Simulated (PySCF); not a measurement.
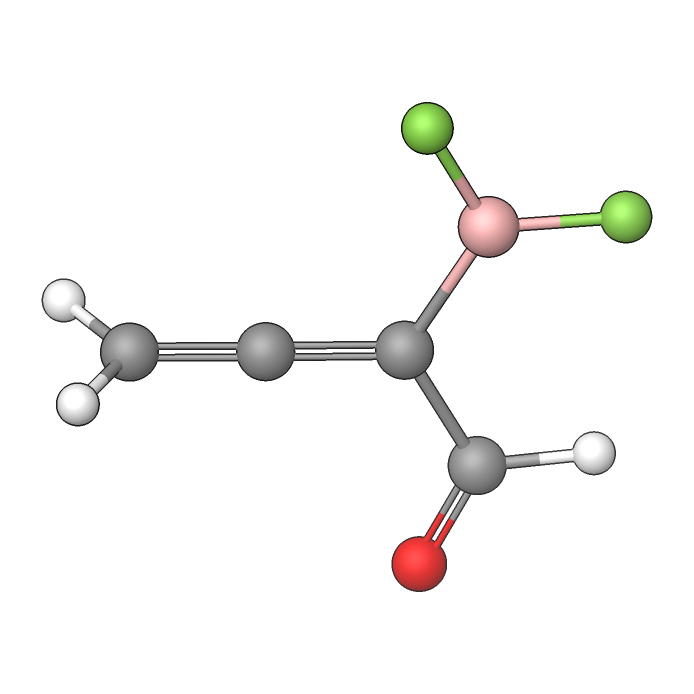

A ball-and-stick model of a molecule. Double and triple bonds are drawn as two and three sticks. Colours: carbon grey, oxygen red, boron pink, fluorine green, hydrogen white.

Computed geometry: PBE0-D3(BJ)/def2-SVP optimisation. No frequency run is at hand to confirm it as a minimum.

Describe the molecule.

Formula C₄H₃BF₂O. Its SMILES string is `C=C=C(C=O)B(F)F`. It has no ring. Among its groups: aldehyde. Coordination: 3 C trigonal planar; 1 C linear; 1 B trigonal planar.

The parts below concern this one geometry. Atoms keep their numbers from picture to picture.

Geometry

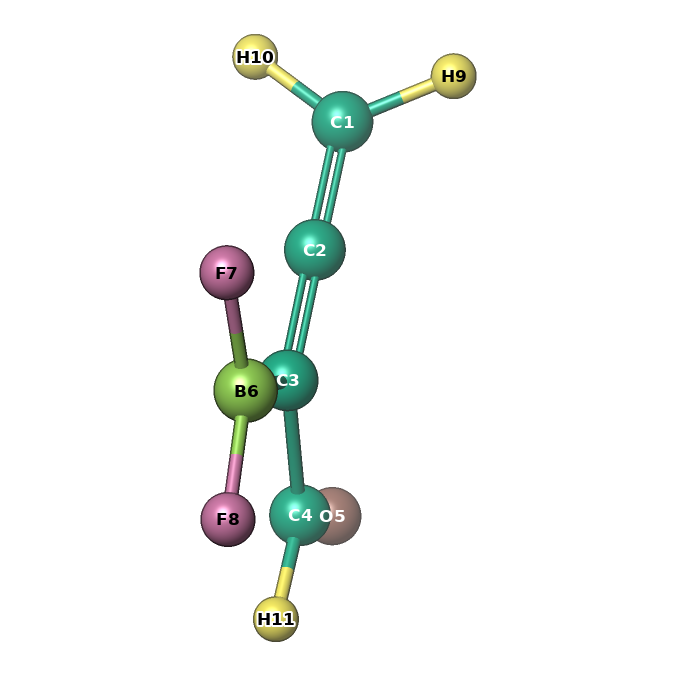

C3 lies behind B6. The molecule seen a little off the B6–C3 bond, B6 in front. Depth is shown by fading: the farther an atom, the more it takes the colour of the background. No frequency run is at hand to confirm it as a minimum.

What is the torsion angle F7–B6–C3–C4? The sign is positive where the front bond must turn clockwise to cover the back bond.

Answer. −176°, antiperiplanar (anti).

Quadrupole coupling

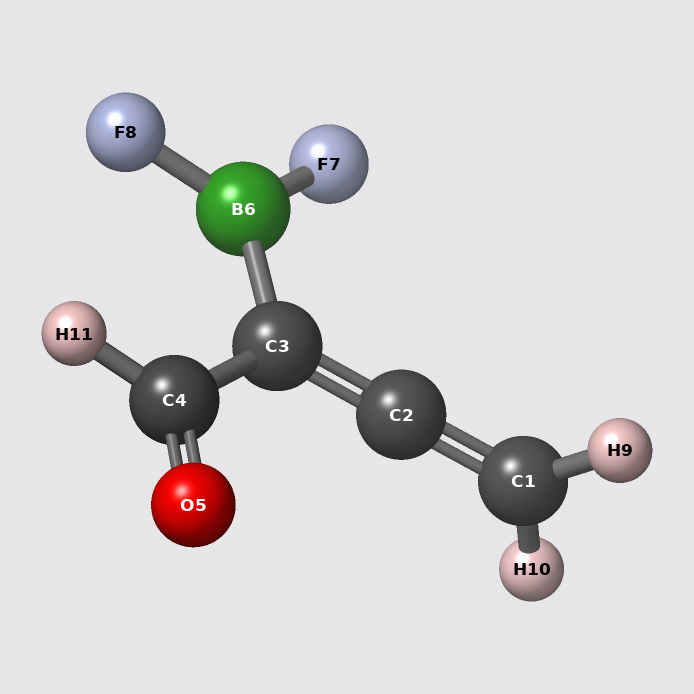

No frequency run is at hand to confirm it as a minimum. Electric field gradients from the ground-state density, PBE0/STO-3G (PySCF 2.14.0), non-relativistic apart from any core potentials.

Give the largest field-gradient component, the quadrupole coupling constant and the asymmetry for 17O at O5 (Q = −25.6 mb), 11B at B6 (Q = 40.59 mb).

```csv
atom,V_zz (a.u.),e²qQ/h (MHz),η
O5,−2.193,13.19,0.16
B6,−0.108,−1.03,0.28
```

Electronic properties

No frequency run is at hand to confirm it as a minimum. Properties computed with PBE0/STO-3G, gas phase (PySCF 2.14.0).

What does the calculation give?

- dipole moment: 1.43 D
- HOMO energy (Kohn–Sham orbital): −4.35 eV
- LUMO energy (Kohn–Sham orbital): 1.07 eV
- HOMO–LUMO gap: 5.41 eV

NMR shielding

The questions are on isotropic NMR shieldings of the H atoms. No frequency run is at hand to confirm it as a minimum. Method: GIAO BP86/pcSseg-1 NMR shielding, non-relativistic, gas phase (PySCF 2.14.0).

List the isotropic NMR shieldings of the H atoms.

```json
{"atom": "H9", "σ (ppm)": "25.84"}
{"atom": "H10", "σ (ppm)": "25.84"}
{"atom": "H11", "σ (ppm)": "21.53"}
```
